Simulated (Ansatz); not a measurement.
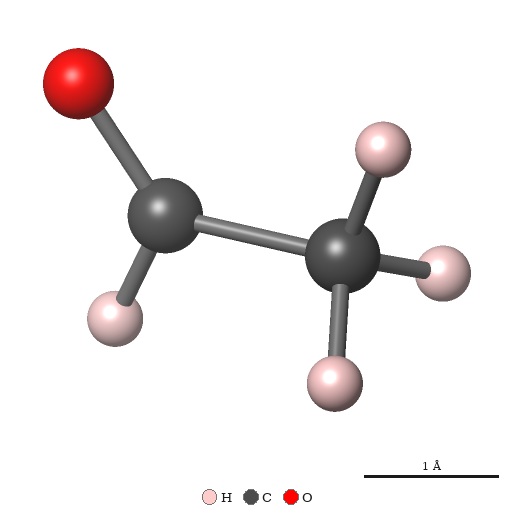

Rendered structure (ball-and-stick style).

The geometry was computed by an optimisation with PBE0-D4/def2-TZVP.

Describe the molecule.

The molecule is C2H4O. This geometry has Cs symmetry. Coordination: 1 C tetrahedral; 1 C trigonal planar.

The parts below concern this one geometry. Atoms keep their numbers from picture to picture.

## Geometry

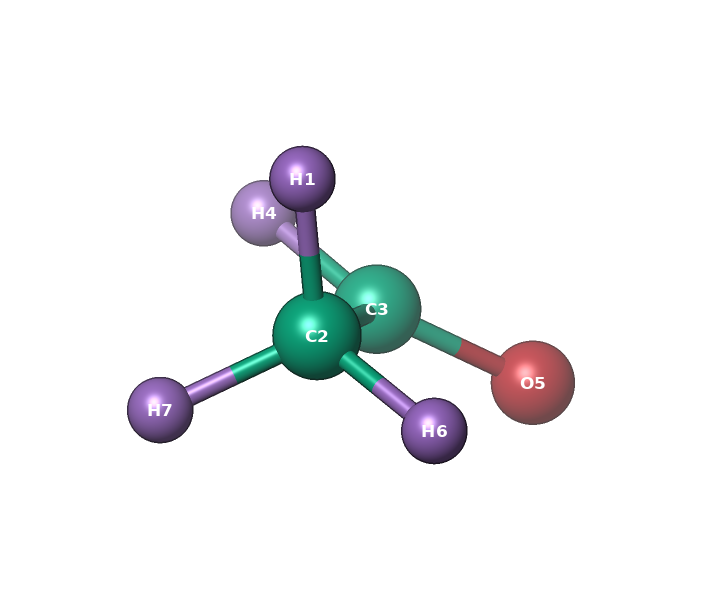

C3 lies behind C2. The molecule seen a little off the C2–C3 bond, C2 in front. Distant atoms are faded towards the background colour.

**What is the torsion angle H1–C2–C3–O5? The sign is positive where the front bond must turn clockwise to cover the back bond.**

122°, anticlinal.

## Thermal motion

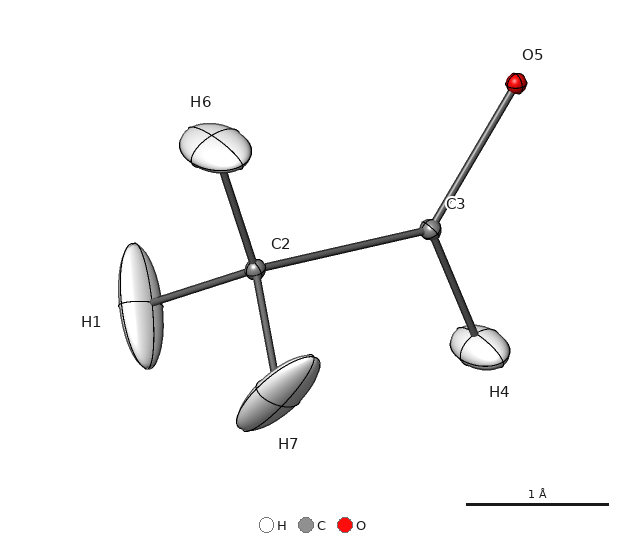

Displacement ellipsoids at the 50 % level, from the internal vibrations of the free molecule (harmonic, no overall translation or rotation; no half-axis is drawn under 0.075 Å). Vibrations computed with RKS PBE0-D4/def2-TZVP (Ansatz 0.2.0). Temperature: 298 K.

Give the displacement parameters, one line for each set of equivalent atoms.

```json
{"atom": "H1, H7", "U_eq (Å²)": "0.0361", "rms amplitudes (Å)": "0.074, 0.122, 0.297"}
{"atom": "C2", "U_eq (Å²)": "0.00065", "rms amplitudes (Å)": "0.019, 0.020, 0.035"}
{"atom": "C3", "U_eq (Å²)": "0.0017", "rms amplitudes (Å)": "0.025, 0.035, 0.056"}
{"atom": "H4", "U_eq (Å²)": "0.0179", "rms amplitudes (Å)": "0.080, 0.110, 0.187"}
{"atom": "O5", "U_eq (Å²)": "0.00093", "rms amplitudes (Å)": "0.016, 0.030, 0.040"}
{"atom": "H6", "U_eq (Å²)": "0.0243", "rms amplitudes (Å)": "0.072, 0.137, 0.221"}
```

## Charges

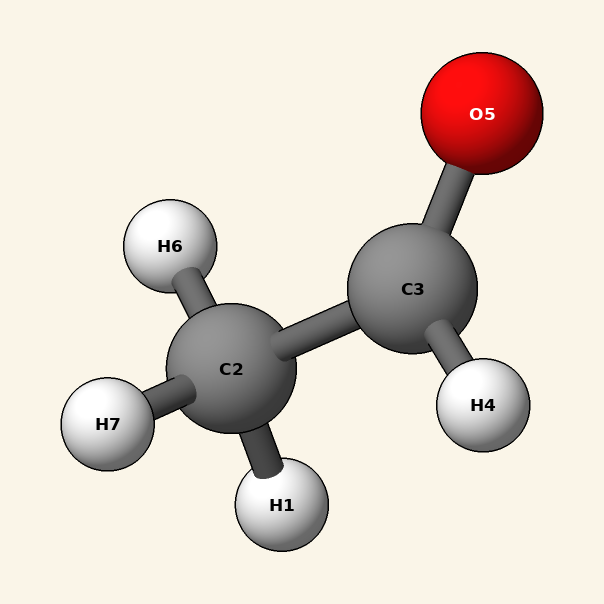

The questions are on Mulliken charges. Level of theory: RKS PBE0-D4/def2-TZVP (Ansatz 0.2.0).

**Which atom carries the highest charge (most positive or least negative)?**

H1, H6, H7 (0.13 e).

**And the lowest?**

C2 (−0.30 e).

Give the Mulliken charges atom by atom.

```tsv
atom	value (e)
H1	0.13
C2	−0.30
C3	0.10
H4	0.06
O5	−0.27
H6	0.13
H7	0.13
```

## Dipole moment

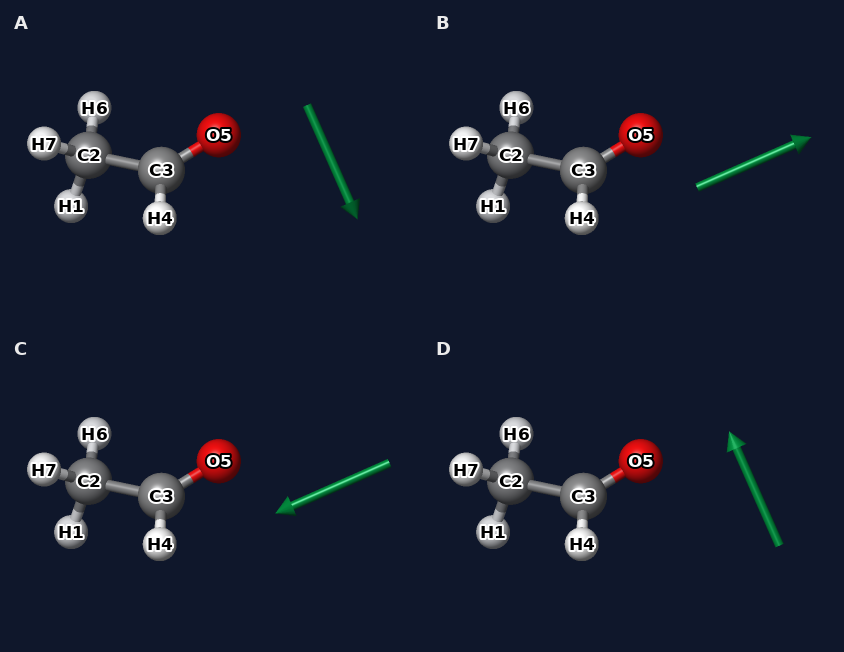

The same molecule four times, each with an arrow. Level of theory: RKS PBE0-D4/def2-TZVP (Ansatz 0.2.0).

**Which arrow points along the dipole moment, from the negative to the positive end?**

C. The dipole moment is 2.81 D; it points from the side of O5 to the side of H1, H7 (the outermost atoms at the two ends).

## Vibrations

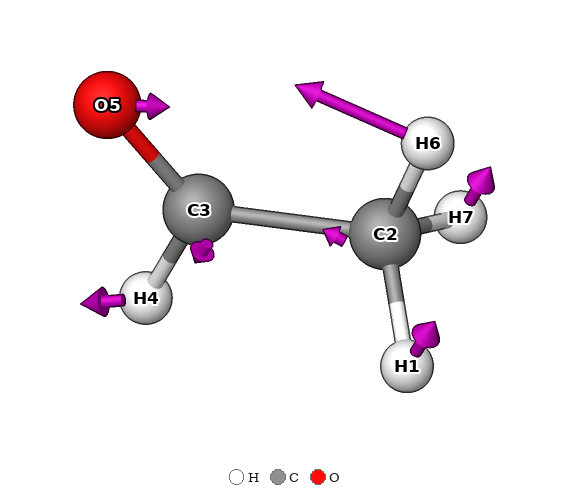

The arrows show one normal mode. Harmonic vibrations computed with RKS PBE0-D4/def2-TZVP (Ansatz 0.2.0) at a stationary point of the same level.

**What kind of motion is it?**

Mostly angle bending.

**At what wavenumber does it lie?**

509 cm⁻¹; it is mode 2 of 15 counted from the lowest.

Mulliken values depend strongly on the basis set and can even reverse the polarity of a bond.
